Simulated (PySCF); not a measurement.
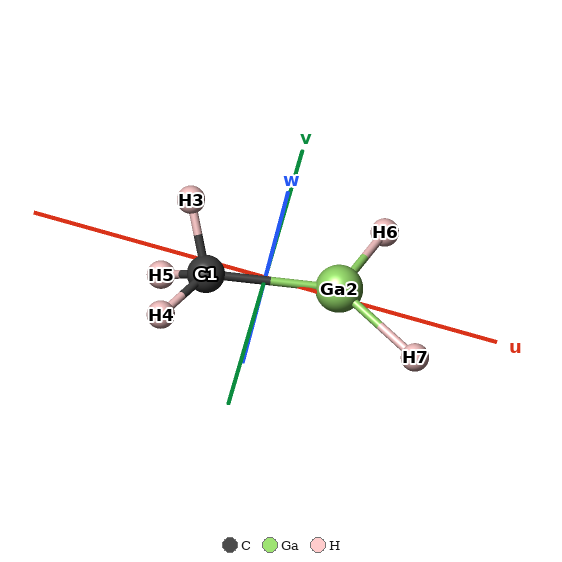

The lines u, v and w are the principal axes of the static dipole polarisability. Geometry: a frame of a GFN2-xTB molecular-dynamics simulation, not a minimum. Level of theory: PBE0/def2-SVPD (PySCF 2.14.0).

> Along which axis is the molecule most polarisable, and along which least?

Most along u, least along w.

> Give the three principal values.

u 56.9, v 44.5, w 36.0 bohr³; mean 45.8, anisotropy 18.2 bohr³.
